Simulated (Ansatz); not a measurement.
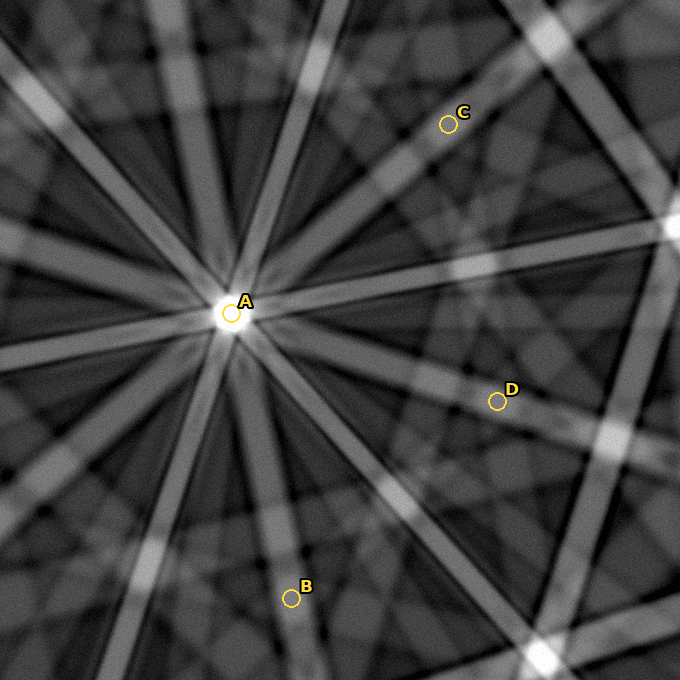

Simulated Kikuchi (electron backscatter) pattern at 20 kV: kinematic bands of width 2θ(Bragg) in gnomonic projection, seen from the camera side; the frame spans ±31° from its centre. Crystal: Mo3P2, space group P-62m (No. 189), a = 5.194 Å, c = 3.303 Å (hexagonal axes). Structure: coordinates from a relaxation with Ansatz 0.2.0, DFT PBE, scalar-relativistic, plane waves, PAW; the starting structure was generated, so it need not be a known form of this composition.

```cif
data_structure
_symmetry_space_group_name_H-M 'P-62m'
_symmetry_Int_Tables_number 189
_cell_length_a 5.1942
_cell_length_b 5.1942
_cell_length_c 3.3033
_cell_angle_alpha 90.000
_cell_angle_beta 90.000
_cell_angle_gamma 120.000
_cell_volume 77.18
loop_
_atom_site_label
_atom_site_type_symbol
_atom_site_symmetry_multiplicity
_atom_site_Wyckoff_symbol
_atom_site_fract_x
_atom_site_fract_y
_atom_site_fract_z
_atom_site_occupancy
Mo1 Mo 3 f 0.29774 0.29774 0.00000 1
P1 P 2 d 0.33333 0.66667 0.50000 1
```

Pole A is [001] and pole B is [113].

Index the poles C and D.

Answer. C is [-103], 27.7° from A and 47.4° from B. D is [013], 27.7° from A and 26.8° from B.

Which band joins A and B, and how wide is it?

Answer. It comes from the planes common to both zones. The strongest order is 3 -3 0 with d = 1.499 Å, so the band is 2θ = 3.3° wide (λ = 0.0859 Å). Other orders of the same planes (2 -2 0) lie on the same centre line with other widths.
